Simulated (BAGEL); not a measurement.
# CH4AlOS (SMILES C[O][Al][SH]) at UHF/3-21G (density fitting with qzvpp-jkfit)

Aim: the vertical doublet–quartet gap of CH4AlOS at UHF/3-21G (density fitting with qzvpp-jkfit), from 2 runs. 

Program for the calculation: BAGEL 1.2.2.

2 further runs of the same task are left out: 2 set aside as unsound or not needed. Runs told in other sessions of the task aren't counted.

## Step 1: Starting point

The species is CH4AlOS (8 atoms), meant as a doublet with charge 0. As SMILES, `C[O][Al][SH]`. The coordinates come from a PBE0-D4/def2-TZVP relaxation. This is one conformer, not always the lowest.

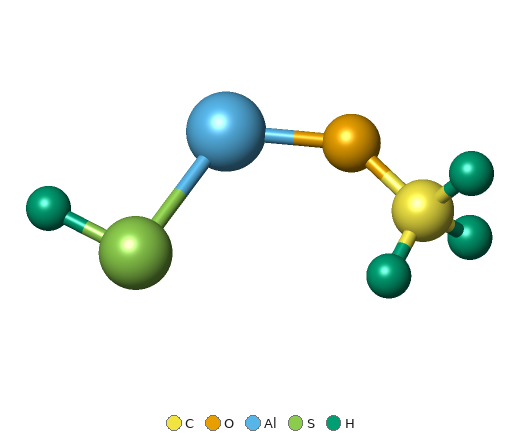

Viewed from a chosen angle; carbon yellow, oxygen amber, aluminium blue, sulfur green, hydrogen teal.

## Step 2: The energy at UHF/3-21G (density fitting with qzvpp-jkfit)

hf.json

```json
{ "bagel" : [

{
  "title" : "molecule",
  "basis" : "3-21g",
  "df_basis" : "qzvpp-jkfit",
  "angstrom" : true,
  "geometry" : [
    { "atom" : "C", "xyz" : [    0.012700,    1.389900,    0.390100 ] },
    { "atom" : "O", "xyz" : [    0.731400,    0.585100,   -0.499900 ] },
    { "atom" : "Al", "xyz" : [    0.776700,   -1.019600,   -0.998400 ] },
    { "atom" : "S", "xyz" : [   -0.666100,   -2.414800,   -0.071000 ] },
    { "atom" : "H", "xyz" : [   -0.477100,    2.204100,   -0.153500 ] },
    { "atom" : "H", "xyz" : [   -0.758200,    0.828800,    0.931900 ] },
    { "atom" : "H", "xyz" : [    0.691400,    1.833400,    1.125700 ] },
    { "atom" : "H", "xyz" : [   -0.218700,   -3.463900,   -0.780800 ] }
  ]
},
{
  "title" : "uhf",
  "nopen" : 1
},
{
  "title" : "print",
  "file" : "orbitals.molden",
  "orbitals" : true
}

]}
```

Run with:

```bash
$ BAGEL_NUM_THREADS=1 BAGEL hf.json > hf.out
```

The program printed:

```text
* using 1 threads per process

  ===============================================================
  ===============================================================

  *** Geometry ***

  { "atom" : "C", "xyz" : [      0.024000,      2.626530,      0.737182 ] },
  { "atom" : "O", "xyz" : [      1.382146,      1.105679,     -0.944674 ] },
  { "atom" : "Al", "xyz" : [      1.467750,     -1.926765,     -1.886703 ] },
  { "atom" : "S", "xyz" : [     -1.258747,     -4.563311,     -0.134171 ] },
  { "atom" : "H", "xyz" : [     -0.901588,      4.165145,     -0.290073 ] },
  { "atom" : "H", "xyz" : [     -1.432790,      1.566205,      1.761036 ] },
  { "atom" : "H", "xyz" : [      1.306557,      3.464624,      2.127265 ] },
  { "atom" : "H", "xyz" : [     -0.413283,     -6.545822,     -1.475498 ] },

  Number of auxiliary basis functions:      480

  Since a DF basis is specified, we compute 2- and 3-index integrals:
    o Being stored without compression. Storage requirement is 0.010 GB

  Number of basis functions:       52
  Number of electrons      :       47

    * METHOD: MOLECULE                             0.14

  *** Open-shell HF ***

  === Nuclear Repulsion ===
   187.2074258462

      * DIIS with orbital gradients will be used.

  === UHF iteration (3-21g) ===
      0       -750.48177636          0.04772955           0.06
      1       -750.58150776          0.03341207           0.06
      2       -750.61363620          0.02265785           0.06
      3       -750.63679101          0.00123426           0.06
      4       -750.63751892          0.00051761           0.06
      5       -750.63767781          0.00024034           0.06
      6       -750.63774179          0.00006624           0.06
      7       -750.63774976          0.00002357           0.06
      8       -750.63775103          0.00000967           0.06
      9       -750.63775119          0.00000405           0.06
     10       -750.63775122          0.00000107           0.06
     11       -750.63775123          0.00000038           0.06
     12       -750.63775123          0.00000017           0.06
     13       -750.63775123          0.00000009           0.06
     14       -750.63775123          0.00000005           0.06
     15       -750.63775123          0.00000003           0.06
     16       -750.63775123          0.00000001           0.06
     17       -750.63775123          0.00000000           0.06
    * SCF iteration converged.

    * S^2 (UHF) is 0.7546

    * Permanent dipole moment:
           (   -0.518969,    -0.208005,     0.416774) a.u.

    * METHOD: UHF                                  1.18

    * METHOD: PRINT                                0.00

  ===============================================================
```

It took 1.5 s on 1 thread of Arm Neoverse V2, shared host.

## Step 3: The quartet, same level

calc.json

```json
{ "bagel": [

{
  "title": "molecule",
  "basis": "3-21g",
  "df_basis": "qzvpp-jkfit",
  "angstrom": true,
  "geometry": [
    { "atom": "C", "xyz": [    0.012700,    1.389900,    0.390100 ] },
    { "atom": "O", "xyz": [    0.731400,    0.585100,   -0.499900 ] },
    { "atom": "Al", "xyz": [    0.776700,   -1.019600,   -0.998400 ] },
    { "atom": "S", "xyz": [   -0.666100,   -2.414800,   -0.071000 ] },
    { "atom": "H", "xyz": [   -0.477100,    2.204100,   -0.153500 ] },
    { "atom": "H", "xyz": [   -0.758200,    0.828800,    0.931900 ] },
    { "atom": "H", "xyz": [    0.691400,    1.833400,    1.125700 ] },
    { "atom": "H", "xyz": [   -0.218700,   -3.463900,   -0.780800 ] }
  ]
},
{ "title": "uhf", "nopen": 3 },
{ "title": "print", "file": "orbitals.molden", "orbitals": true }

]}
```

Run with:

```bash
$ BAGEL_NUM_THREADS=1 BAGEL calc.json > calc.out
```

The program printed:

```text
* using 1 threads per process

  ===============================================================
  ===============================================================

  *** Geometry ***

  { "atom" : "C", "xyz" : [      0.024000,      2.626530,      0.737182 ] },
  { "atom" : "O", "xyz" : [      1.382146,      1.105679,     -0.944674 ] },
  { "atom" : "Al", "xyz" : [      1.467750,     -1.926765,     -1.886703 ] },
  { "atom" : "S", "xyz" : [     -1.258747,     -4.563311,     -0.134171 ] },
  { "atom" : "H", "xyz" : [     -0.901588,      4.165145,     -0.290073 ] },
  { "atom" : "H", "xyz" : [     -1.432790,      1.566205,      1.761036 ] },
  { "atom" : "H", "xyz" : [      1.306557,      3.464624,      2.127265 ] },
  { "atom" : "H", "xyz" : [     -0.413283,     -6.545822,     -1.475498 ] },

  Number of auxiliary basis functions:      480

  Since a DF basis is specified, we compute 2- and 3-index integrals:
    o Being stored without compression. Storage requirement is 0.010 GB

  Number of basis functions:       52
  Number of electrons      :       47

    * METHOD: MOLECULE                             0.14

  *** Open-shell HF ***

  === Nuclear Repulsion ===
   187.2074258462

      * DIIS with orbital gradients will be used.

  === UHF iteration (3-21g) ===
      0       -750.25603423          0.05048174           0.06
      1       -750.34598736          0.04246994           0.06
      2       -750.39988188          0.03368942           0.06
      3       -750.45459469          0.00340852           0.06
      4       -750.45808776          0.00137494           0.06
      5       -750.45922658          0.00072624           0.06
      6       -750.45965745          0.00025427           0.06
      7       -750.45970134          0.00008683           0.06
      8       -750.45970647          0.00002634           0.06
      9       -750.45970704          0.00001194           0.06
     10       -750.45970725          0.00000353           0.06
     11       -750.45970732          0.00000162           0.06
     12       -750.45970734          0.00000072           0.06
     13       -750.45970734          0.00000036           0.06
     14       -750.45970734          0.00000013           0.06
     15       -750.45970734          0.00000005           0.06
     16       -750.45970734          0.00000004           0.06
     17       -750.45970734          0.00000002           0.06
     18       -750.45970734          0.00000002           0.06
     19       -750.45970734          0.00000001           0.06
     20       -750.45970734          0.00000001           0.06
    * SCF iteration converged.

    * S^2 (UHF) is 3.7562

    * Permanent dipole moment:
           (    1.133975,     1.724096,    -0.550178) a.u.

    * METHOD: UHF                                  1.37

    * METHOD: PRINT                                0.00

  ===============================================================
```

Run time: 1.7 s. Hardware: 1 thread of Arm Neoverse V2, shared host.

## Step 4: Outcome

At UHF/3-21G (density fitting with qzvpp-jkfit):

| quantity | value |
| --- | --- |
| doublet: total energy | -750.63775 Eh |
| doublet: dipole moment | 1.77 D |
| doublet: ⟨S²⟩ | 0.755 |
| quartet: total energy | -750.45971 Eh |
| quartet: dipole moment | 5.43 D |
| quartet: ⟨S²⟩ | 3.756 |
| vertical energy of the quartet above the doublet | 4.845 eV |

What this shows: At this shape the quartet lies 4.84 eV (467 kJ/mol) above the doublet.
